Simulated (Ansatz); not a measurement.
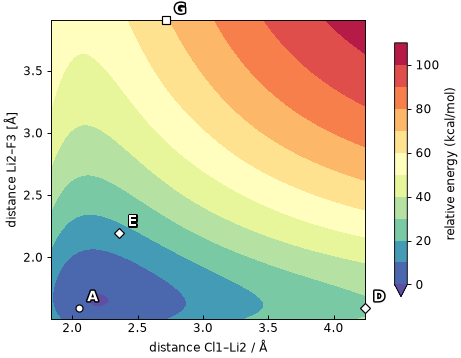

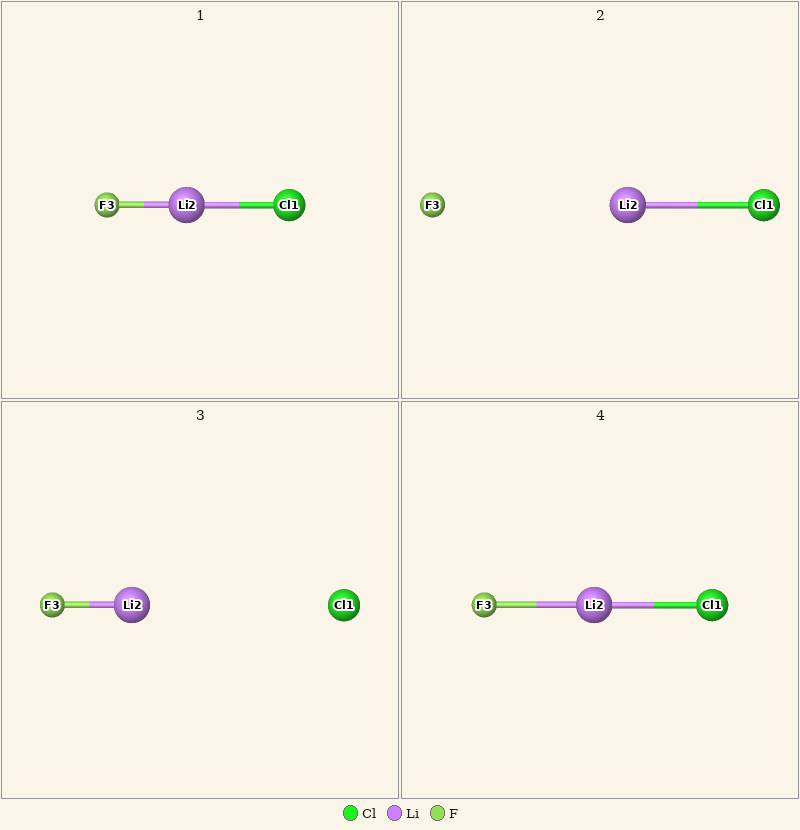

The system Cl⁻ + LiF. First axis: distance Cl1–Li2. Second axis: distance Li2–F3. Nothing is relaxed (the angle Cl1–Li2–F3 is fixed at 180 degrees). The grid has 14 × 14 points. Points are written as (first, second). Energies: kcal/mol, counted from the lowest grid point. Level of theory: RKS PBE0-D4/def2-TZVPD in Ansatz.

Drawn: filled contours, lettered points. Between grid points the surface is interpolated. The numbered pictures are the structures at these points, in random order.

### Which structure belongs to which point?

A is structure 1: (2.051 Å, 1.590 Å), 1.6 kcal/mol; D is structure 3: (4.240 Å, 1.590 Å), 29 kcal/mol; E is structure 4: (2.359 Å, 2.197 Å), 17 kcal/mol; G is structure 2: (2.718 Å, 3.904 Å), 69 kcal/mol.
